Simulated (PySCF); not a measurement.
# CH6BF2OP: NMR shifts at several levels of theory, part 2 of 2

PySCF 2.14.0. Atoms count from 0. The steps go on from the part before.

## (8) NMR shieldings: wB97X-D/pcSseg-1

The job: settings as JSON, then the geometry in Å.

```
{"job": {"kind": "nmr", "xc": "wB97X-D", "basis": "pcSseg-1", "pop": false}, "charge": 0, "multiplicity": 1}
F     -1.161459    -1.253038     0.596403
C     -1.770556    -0.224225    -0.095058
F     -2.823552    -0.762479    -0.716610
O     -0.932207     0.280745    -0.992031
B      0.233180     0.990196    -0.521106
P      1.568015    -0.375213     0.177234
H     -2.120653     0.500619     0.665482
H      0.077180     1.716456     0.454139
H      0.882360     1.476394    -1.428729
H      2.887013     0.123922     0.305708
H      1.799719    -1.513656    -0.630959
H      1.400204    -0.988142     1.441270
```

Method: GIAO wB97X-D/pcSseg-1 NMR shielding, non-relativistic, gas phase.

Output:

```text
coarse grid: 10776 points
cycle   1  E = -682.4701337156  dE =  8.054e-01  |g| = 9.806e-01  |ddm| = 2.805e+00
cycle   2  E = -682.4588883858  dE =  1.125e-02  |g| = 1.107e+00  |ddm| = 1.138e+00
cycle   3  E = -682.6462203040  dE = -1.873e-01  |g| = 5.139e-02  |ddm| = 5.742e-01
cycle   4  E = -682.6466812256  dE = -4.609e-04  |g| = 3.617e-02  |ddm| = 6.921e-02
cycle   5  E = -682.6468984657  dE = -2.172e-04  |g| = 9.220e-03  |ddm| = 2.792e-02
cycle   6  E = -682.6469141293  dE = -1.566e-05  |g| = 2.361e-03  |ddm| = 9.157e-03
cycle   7  E = -682.6469153991  dE = -1.270e-06  |g| = 4.355e-04  |ddm| = 3.114e-03
final grid: 100992 points
cycle   8  E = -682.7058076480  dE = -1.023e-04  |g| = 9.093e-03  |ddm| = 2.998e-02
cycle   9  E = -682.7058073719  dE =  2.760e-07  |g| = 9.920e-03  |ddm| = 1.040e-02
cycle  10  E = -682.7058203622  dE = -1.299e-05  |g| = 6.809e-04  |ddm| = 4.426e-03
cycle  11  E = -682.7058204909  dE = -1.287e-07  |g| = 4.003e-04  |ddm| = 1.560e-03
cycle  12  E = -682.7058205261  dE = -3.523e-08  |g| = 1.069e-04  |ddm| = 4.178e-04
cycle  13  E = -682.7058205291  dE = -2.947e-09  |g| = 2.809e-05  |ddm| = 1.690e-04
cycle  14  E = -682.7058205294  dE = -3.670e-10  |g| = 5.051e-06  |ddm| = 9.872e-05
converged SCF energy = -682.7058205294

GIAO shielding tensors (ppm)
atom      isotropic    diamagn.    paramagn.     s11        s22        s33       span
  0 F      267.402     478.218    -210.816    196.460    246.070    359.676    163.216
  1 C       60.287     236.030    -175.743     40.306     61.328     79.226     38.920
  2 F      272.777     469.009    -196.232    184.308    284.320    349.703    165.394
  3 O      231.213     396.023    -164.809    159.908    250.176    283.556    123.648
  4 B      119.141     187.491     -68.350    103.366    112.116    141.940     38.575
  5 P      471.715     968.102    -496.387    435.804    473.008    506.334     70.530
  6 H       25.466      27.284      -1.817     22.589     24.014     29.795      7.206
  7 H       28.197      29.310      -1.113     24.181     28.541     31.868      7.687
  8 H       27.929      28.739      -0.810     24.125     28.339     31.323      7.198
  9 H       27.746      28.855      -1.109     23.791     24.514     34.933     11.142
 10 H       27.345      29.411      -2.066     23.778     24.831     33.426      9.647
 11 H       27.422      29.760      -2.338     23.320     25.608     33.338     10.018
```

Run time: 26 s. Hardware: 1 thread of Arm Neoverse N1, shared host; peak memory 0.79 GiB.

Key values: δ C1 124.3, F0 -82.9, O3 102.0, B4 -17.5, H6 5.91, H9 3.88 ppm (means over like atoms).

## (9) Shielding tensors: LC-wPBE/pcSseg-1

Same as in step 8 but for these lines:

```diff
@@ -1,2 +1,2 @@
-{"job": {"kind": "nmr", "xc": "wB97X-D", "basis": "pcSseg-1", "pop": false}, "charge": 0, "multiplicity": 1}
+{"job": {"kind": "nmr", "xc": "LC-wPBE", "basis": "pcSseg-1", "pop": false}, "charge": 0, "multiplicity": 1}
 F     -1.161459    -1.253038     0.596403
```

With the program's defaults for keys left out, this is: GIAO LC-wPBE/pcSseg-1 NMR shielding, non-relativistic, gas phase.

Output:

```text
coarse grid: 10776 points
cycle   1  E = -682.2464328360  dE =  8.711e-01  |g| = 1.015e+00  |ddm| = 2.794e+00
cycle   2  E = -682.2700973533  dE = -2.366e-02  |g| = 1.069e+00  |ddm| = 1.049e+00
cycle   3  E = -682.4386687643  dE = -1.686e-01  |g| = 5.107e-02  |ddm| = 5.074e-01
cycle   4  E = -682.4393930686  dE = -7.243e-04  |g| = 2.613e-02  |ddm| = 7.145e-02
cycle   5  E = -682.4395263844  dE = -1.333e-04  |g| = 9.748e-03  |ddm| = 2.897e-02
cycle   6  E = -682.4395444110  dE = -1.803e-05  |g| = 3.165e-03  |ddm| = 9.655e-03
cycle   7  E = -682.4395483098  dE = -3.899e-06  |g| = 5.565e-04  |ddm| = 3.950e-03
final grid: 100992 points
cycle   8  E = -682.5180891619  dE = -5.546e-05  |g| = 1.267e-02  |ddm| = 2.402e-02
cycle   9  E = -682.5180874222  dE =  1.740e-06  |g| = 1.285e-02  |ddm| = 1.067e-02
cycle  10  E = -682.5181090395  dE = -2.162e-05  |g| = 7.971e-04  |ddm| = 5.159e-03
cycle  11  E = -682.5181092153  dE = -1.758e-07  |g| = 2.703e-04  |ddm| = 8.998e-04
cycle  12  E = -682.5181092314  dE = -1.610e-08  |g| = 1.382e-04  |ddm| = 3.873e-04
cycle  13  E = -682.5181092339  dE = -2.475e-09  |g| = 1.941e-05  |ddm| = 1.791e-04
cycle  14  E = -682.5181092341  dE = -2.422e-10  |g| = 6.069e-06  |ddm| = 8.763e-05
converged SCF energy = -682.5181092341

GIAO shielding tensors (ppm)
atom      isotropic    diamagn.    paramagn.     s11        s22        s33       span
  0 F      272.929     478.085    -205.156    203.376    253.578    361.832    158.456
  1 C       62.339     236.567    -174.228     41.331     64.903     80.783     39.452
  2 F      277.232     468.871    -191.639    189.626    291.719    350.351    160.725
  3 O      240.803     395.948    -155.145    170.060    259.295    293.052    122.992
  4 B      121.346     187.566     -66.221    105.101    114.338    144.598     39.497
  5 P      479.144     967.880    -488.736    444.062    480.167    513.203     69.141
  6 H       25.465      27.419      -1.953     22.546     24.010     29.839      7.293
  7 H       28.194      29.293      -1.099     24.172     28.473     31.937      7.766
  8 H       27.907      28.769      -0.862     24.064     28.277     31.381      7.317
  9 H       27.670      28.680      -1.011     23.645     24.330     35.034     11.390
 10 H       27.251      29.214      -1.963     23.614     24.660     33.479      9.865
 11 H       27.344      29.556      -2.212     23.137     25.505     33.390     10.252
```

It took 34 s on 1 thread of Arm Neoverse N1, shared host; peak memory 0.74 GiB.

In short: δ C1 126.2, F0 -69.2, O3 97.9, B4 -20.1, H6 5.86, H9 3.90 ppm (means over like atoms).

## (10) Nuclear shieldings: PBE0/STO-3G

Same as in step 9 but for these lines:

```diff
@@ -1,2 +1,2 @@
-{"job": {"kind": "nmr", "xc": "LC-wPBE", "basis": "pcSseg-1", "pop": false}, "charge": 0, "multiplicity": 1}
+{"job": {"kind": "nmr", "xc": "PBE0", "basis": "STO-3G", "pop": true}, "charge": 0, "multiplicity": 1}
 F     -1.161459    -1.253038     0.596403
```

With the program's defaults for keys left out, this is: GIAO PBE0/STO-3G NMR shielding, non-relativistic, gas phase.

Output:

```text
coarse grid: 10776 points
cycle   1  E = -673.6769481542  dE =  6.907e-01  |g| = 7.499e-01  |ddm| = 4.061e+00
cycle   2  E = -673.7001316849  dE = -2.318e-02  |g| = 7.751e-01  |ddm| = 2.029e+00
cycle   3  E = -673.8637147859  dE = -1.636e-01  |g| = 6.394e-02  |ddm| = 1.005e+00
cycle   4  E = -673.8647764837  dE = -1.062e-03  |g| = 2.639e-02  |ddm| = 1.239e-01
cycle   5  E = -673.8649977061  dE = -2.212e-04  |g| = 2.634e-03  |ddm| = 4.247e-02
cycle   6  E = -673.8650002516  dE = -2.546e-06  |g| = 5.119e-04  |ddm| = 5.142e-03
final grid: 100992 points
cycle   7  E = -673.8176221492  dE = -1.021e-05  |g| = 4.148e-03  |ddm| = 1.488e-02
cycle   8  E = -673.8176238985  dE = -1.749e-06  |g| = 3.456e-03  |ddm| = 9.718e-03
cycle   9  E = -673.8176274559  dE = -3.557e-06  |g| = 2.219e-04  |ddm| = 4.432e-03
cycle  10  E = -673.8176274717  dE = -1.577e-08  |g| = 3.190e-05  |ddm| = 3.601e-04
cycle  11  E = -673.8176274720  dE = -3.106e-10  |g| = 1.929e-05  |ddm| = 8.320e-05
converged SCF energy = -673.8176274720

GIAO shielding tensors (ppm)
atom      isotropic    diamagn.    paramagn.     s11        s22        s33       span
  0 F      399.910     459.337     -59.427    380.859    393.781    425.092     44.232
  1 C      140.553     253.619    -113.066    108.816    150.109    162.735     53.920
  2 F      408.155     452.432     -44.277    365.964    410.571    447.929     81.965
  3 O      363.767     377.245     -13.479    283.120    382.720    425.459    142.339
  4 B      136.410     195.531     -59.120    117.031    135.242    156.957     39.926
  5 P      714.528     954.165    -239.637    693.072    718.787    731.725     38.653
  6 H       29.637      30.890      -1.253     26.177     27.494     35.239      9.062
  7 H       31.125      32.466      -1.341     26.994     30.814     35.566      8.572
  8 H       30.607      30.998      -0.392     26.312     30.471     35.038      8.726
  9 H       30.322      29.419       0.903     25.780     26.046     39.140     13.360
 10 H       30.183      30.105       0.079     25.452     26.962     38.136     12.684
 11 H       30.385      30.563      -0.178     25.535     27.921     37.699     12.164
```

Wall time 5.8 s (1 thread of Arm Neoverse N1, shared host); peak memory 0.42 GiB.

Key values: δ C1 94.1, F0 -99.6, O3 -22.1, B4 -7.7, H6 2.97, H9 2.31 ppm (means over like atoms).

## (11) Shielding tensors: PBE0/6-31G

Same as in step 10 but for these lines:

```diff
@@ -1,2 +1,2 @@
-{"job": {"kind": "nmr", "xc": "PBE0", "basis": "STO-3G", "pop": true}, "charge": 0, "multiplicity": 1}
+{"job": {"kind": "nmr", "xc": "PBE0", "basis": "6-31G", "pop": true}, "charge": 0, "multiplicity": 1}
 F     -1.161459    -1.253038     0.596403
```

Method: GIAO PBE0/6-31G NMR shielding, non-relativistic, gas phase.

Output:

```text
coarse grid: 10776 points
cycle   1  E = -682.0558797058  dE =  8.763e-01  |g| = 8.950e-01  |ddm| = 3.066e+00
cycle   2  E = -681.9062360697  dE =  1.496e-01  |g| = 1.312e+00  |ddm| = 1.982e+00
cycle   3  E = -682.2240688375  dE = -3.178e-01  |g| = 8.821e-02  |ddm| = 1.158e+00
cycle   4  E = -682.2252857133  dE = -1.217e-03  |g| = 4.593e-02  |ddm| = 1.142e-01
cycle   5  E = -682.2256419943  dE = -3.563e-04  |g| = 8.250e-03  |ddm| = 4.586e-02
cycle   6  E = -682.2256626754  dE = -2.068e-05  |g| = 1.426e-03  |ddm| = 1.393e-02
cycle   7  E = -682.2256632303  dE = -5.549e-07  |g| = 3.948e-04  |ddm| = 1.843e-03
final grid: 100992 points
cycle   8  E = -682.1991398335  dE = -1.624e-05  |g| = 7.055e-03  |ddm| = 1.818e-02
cycle   9  E = -682.1991353068  dE =  4.527e-06  |g| = 8.994e-03  |ddm| = 1.221e-02
cycle  10  E = -682.1991503452  dE = -1.504e-05  |g| = 6.223e-04  |ddm| = 6.500e-03
cycle  11  E = -682.1991504554  dE = -1.102e-07  |g| = 7.661e-05  |ddm| = 8.576e-04
cycle  12  E = -682.1991504562  dE = -7.763e-10  |g| = 6.884e-05  |ddm| = 1.628e-04
cycle  13  E = -682.1991504570  dE = -7.853e-10  |g| = 5.918e-06  |ddm| = 5.135e-05
converged SCF energy = -682.1991504570

GIAO shielding tensors (ppm)
atom      isotropic    diamagn.    paramagn.     s11        s22        s33       span
  0 F      280.669     476.394    -195.725    208.824    252.470    380.713    171.890
  1 C       78.425     237.565    -159.140     57.043     80.193     98.040     40.997
  2 F      278.738     469.557    -190.818    194.942    289.286    351.986    157.044
  3 O      233.743     399.199    -165.456    166.485    249.792    284.953    118.467
  4 B      128.216     187.442     -59.226    113.274    123.044    148.329     35.055
  5 P      560.337     967.682    -407.345    534.465    566.008    580.538     46.073
  6 H       26.405      26.462      -0.056     23.157     24.632     31.427      8.270
  7 H       28.774      28.223       0.550     24.180     29.516     32.625      8.446
  8 H       28.367      28.350       0.017     24.089     28.809     32.203      8.114
  9 H       29.520      29.133       0.387     25.220     25.817     37.524     12.304
 10 H       29.007      29.041      -0.034     24.751     26.346     35.924     11.173
 11 H       29.253      29.093       0.160     24.604     27.336     35.818     11.214
```

Wall time 12 s (1 thread of Arm Neoverse N1, shared host); peak memory 0.45 GiB.

This run: δ C1 121.1, F0 -102.3, O3 84.7, B4 -15.1, H6 6.21, H7 4.04 ppm (means over like atoms).

## (12) Side by side: NMR shifts

Shifts (ppm) of some atoms, chosen among heavy atoms and hydrogens apart, means over like atoms, with basis size and wall time:

| run | C1 | H6 | H7 | F0 | O3 | B4 | P5 | functions | time |
| --- | --- | --- | --- | --- | --- | --- | --- | --- | --- |
| PBE0/pcSseg-1 | 124.4 | 5.94 | 3.41 | -88.2 | 107.8 | -17.7 | -164.5 | 139 | 21 s |
| mPW1PW91/pcSseg-1 | 124.2 | 5.95 | 3.37 | -88.2 | 106.9 | -17.3 | -161.4 | 139 | 20 s |
| WP04/pcSseg-1 | 127.4 | 6.00 | 2.86 | -90.4 | 103.9 | -13.4 | -125.8 | 139 | 21 s |
| B97-2/pcSseg-1 | 122.8 | 5.96 | 3.34 | -89.1 | 105.0 | -16.7 | -155.4 | 139 | 20 s |
| BHandHLYP/pcSseg-1 | 120.5 | 5.77 | 3.18 | -75.1 | 99.6 | -14.7 | -150.2 | 139 | 19 s |
| CAM-B3LYP/pcSseg-1 | 126.6 | 5.95 | 3.31 | -77.4 | 111.8 | -16.9 | -162.0 | 139 | 26 s |
| wB97X-D/pcSseg-1 | 124.3 | 5.91 | 3.32 | -82.9 | 102.0 | -17.5 | -164.5 | 139 | 26 s |
| LC-wPBE/pcSseg-1 | 126.2 | 5.86 | 3.28 | -69.2 | 97.9 | -20.1 | -171.1 | 139 | 34 s |
| PBE0/STO-3G | 94.1 | 2.97 | 1.74 | -99.6 | -22.1 | -7.7 | -9.9 | 40 | 5.8 s |
| PBE0/6-31G | 121.1 | 6.21 | 4.04 | -102.3 | 84.7 | -15.1 | -196.0 | 70 | 12 s |

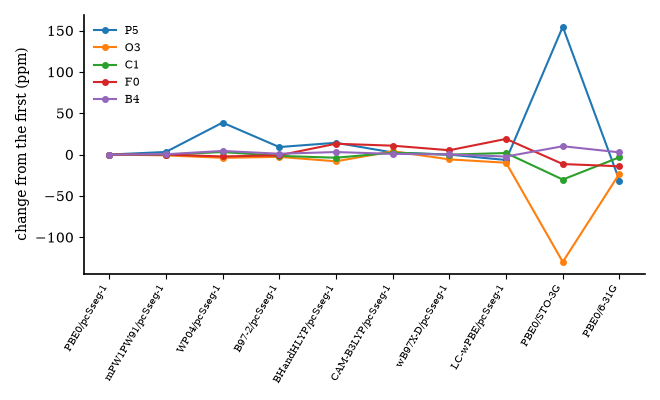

How five of the tabulated atoms move from run to run.

## (13) What came out

What follows sums up all 2 parts.

```
                                                                 quantity                                             value
                                   13C shifts against TMS (PBE0/pcSseg-1)                                         124.4 ppm
   1H shifts against TMS (PBE0/pcSseg-1, means over atoms taken as alike)                              5.94, 3.93, 3.41 ppm
19F shifts against CFCl3 (PBE0/pcSseg-1, means over atoms taken as alike)                                         -88.2 ppm
                                   17O shifts against H2O (PBE0/pcSseg-1)                                         107.8 ppm
                              11B shifts against BF3·OEt2 (PBE0/pcSseg-1)                                         -17.7 ppm
                                 31P shifts against H3PO4 (PBE0/pcSseg-1)                                        -164.5 ppm
                                                 range of the shift of P5                                -196.0 to -9.9 ppm
                                            property runs in this session  10, of which 0 failed and 1 gave unsound results
```

What this shows: Single values in the summary come from the first run of each kind that ended normally (PBE0/pcSseg-1), which need not be the best level. H6 (hydrogen on an sp3 CH bonded to 2 F and O) lies farthest downfield among hydrogen, at 5.94 ppm; its carbon carries F and O, which withdraws density. At PBE0/pcSseg-1: The largest span, 163 ppm, is at F0, F2, where the paramagnetic term is -208 ppm. Across the 10 runs the shift of P5 moves most, between -196.0 (PBE0/6-31G) and -9.9 ppm (PBE0/STO-3G). A minimal basis is unusable for shieldings, so that end is no result.
